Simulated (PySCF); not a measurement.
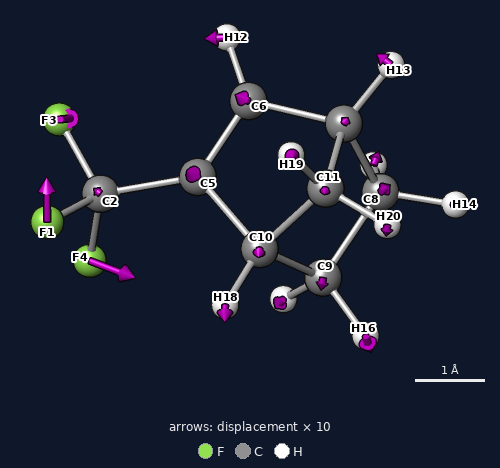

A relaxation of C$_{8}$H$_{9}$F$_{3}$. The starting structure is drawn; purple arrows show the displacements, 10 times their true length. The two geometries are superimposed by the best rigid fit.

Style: ball-and-stick. Shown face on.

The start comes from GFN2-xTB. Its atoms were then displaced at random by about 0.01 Å.

All numbers below come from PySCF, PBE0-D3(BJ)/def2-SVP geometry optimisation, gas phase. 

Describe the change and its energy.

An F atom moves most after the best rigid fit: 0.081 Å. By element the largest moves are F 0.081 Å, H 0.039 Å, C 0.035 Å. Among the contacts that change: C–C 1.511 → 1.548 Å, C–C 1.489 → 1.511 Å, C–H 1.117 → 1.101 Å, C–C 1.542 → 1.559 Å. Bond angles that change, for instance: F–C–F 103.5° → 106.5°, F–C–C 113.7° → 111.0°, F–C–C 113.8° → 111.6°. Over 8 geometry steps the energy falls by 2.63 kcal/mol. The run took 58 s on 2 threads of AMD EPYC 9R45 96-Core Processor, on a shared host.
